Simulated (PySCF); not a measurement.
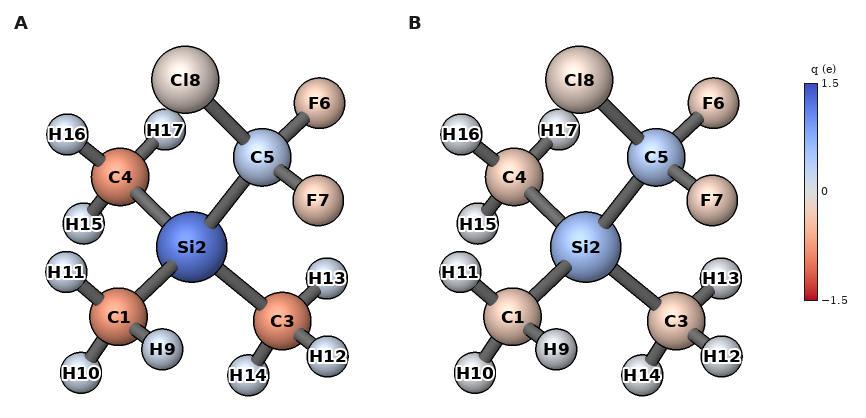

Atomic charges of one calculation by 2 schemes, on one colour scale. Computed geometry: PBE0-D3(BJ)/def2-TZVP optimisation. No frequency run is at hand to confirm it as a minimum. Computed with PBE0/pcSseg-2 (PySCF 2.14.0).

The schemes are IAO, Mulliken. Which panel shows which?

Answer. A IAO, B Mulliken.

List the charges (e), one line for each set of equivalent atoms. Atoms whose distances differ by more than 0.02 Å in this geometry are listed apart.

| atom | IAO | Mulliken |
| --- | --- | --- |
| C1 | −0.75 | −0.27 |
| Si2 | 1.11 | 0.53 |
| C3 | −0.75 | −0.28 |
| C4 | −0.75 | −0.27 |
| C5 | 0.31 | 0.41 |
| F6 | −0.28 | −0.24 |
| F7 | −0.28 | −0.25 |
| Cl8 | −0.09 | −0.16 |
| H9 | 0.17 | 0.06 |
| H10 | 0.16 | 0.05 |
| H11, H16 | 0.17 | 0.07 |
| H12 | 0.17 | 0.06 |
| H13 | 0.17 | 0.06 |
| H14 | 0.16 | 0.05 |
| H15 | 0.16 | 0.05 |
| H17 | 0.17 | 0.06 |
